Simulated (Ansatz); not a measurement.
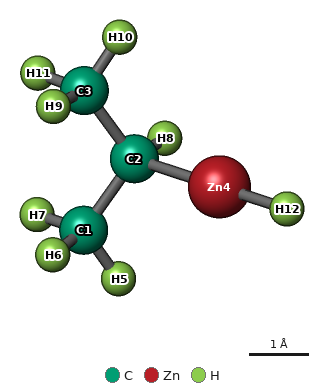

This is the input geometry for a relaxation of C3H8Zn. A ball-and-stick model, seen at a tilt.

The start comes from PBE-D4/def2-SVP.

The calculation used RKS PBE0-D4/def2-TZVP in Ansatz 0.2.0.

Input
```yaml
crystal:
  periodic: [false, false, false]
  atoms:
    - {symbol: C, position_ang: [-0.123318, 0.802042, -1.132496]}
    - {symbol: C, position_ang: [0.073894, -0.388543, -0.183536]}
    - {symbol: C, position_ang: [0.992341, -0.030280, 0.993356]}
    - {symbol: Zn, position_ang: [-1.645831, -1.125268, 0.432620]}
    - {symbol: H, position_ang: [-0.734768, 0.542458, -2.022251]}
    - {symbol: H, position_ang: [-0.624752, 1.657274, -0.629214]}
    - {symbol: H, position_ang: [0.851548, 1.189919, -1.511393]}
    - {symbol: H, position_ang: [0.555794, -1.213446, -0.759400]}
    - {symbol: H, position_ang: [0.560720, 0.773608, 1.628677]}
    - {symbol: H, position_ang: [1.194767, -0.897511, 1.656584]}
    - {symbol: H, position_ang: [1.981671, 0.346234, 0.641435]}
    - {symbol: H, position_ang: [-3.005066, -1.711788, 0.919618]}
basis:
  gaussian: {orbitals: def2-TZVP}
hamiltonian: {xc: pbe0, dispersion: d4}
relax: {f_tol: 0.005, max_steps: 150}
```

Question: Predict the outcome.

Answer: The largest moves after the best rigid fit, 0.037 Å, are those of H7 and H11. Largest moves by element: H 0.037 Å, C 0.014 Å, Zn 0.007 Å. Some distances before and after: C1–H7 1.116 → 1.098 Å, C1–H5 1.110 → 1.094 Å, Zn4–H12 1.558 → 1.549 Å, C1–C2 1.535 → 1.527 Å. Over 4 geometry steps the energy falls by 3.59 kJ/mol. Largest force component: 0.47 eV/Å at the start, 0.0023 eV/Å at the end.

Final geometry:

```xyz
12

C    -0.1161    0.7986   -1.1206
C     0.0667   -0.3897   -0.1796
C     0.9880   -0.0241    0.9816
Zn   -1.6504   -1.1307    0.4325
H    -0.7132    0.5481   -2.0020
H    -0.6090    1.6400   -0.6227
H     0.8530    1.1703   -1.4802
H     0.5472   -1.1973   -0.7480
H     0.5615    0.7681    1.6056
H     1.1971   -0.8753    1.6357
H     1.9543    0.3496    0.6165
H    -3.0021   -1.7129    0.9150
```
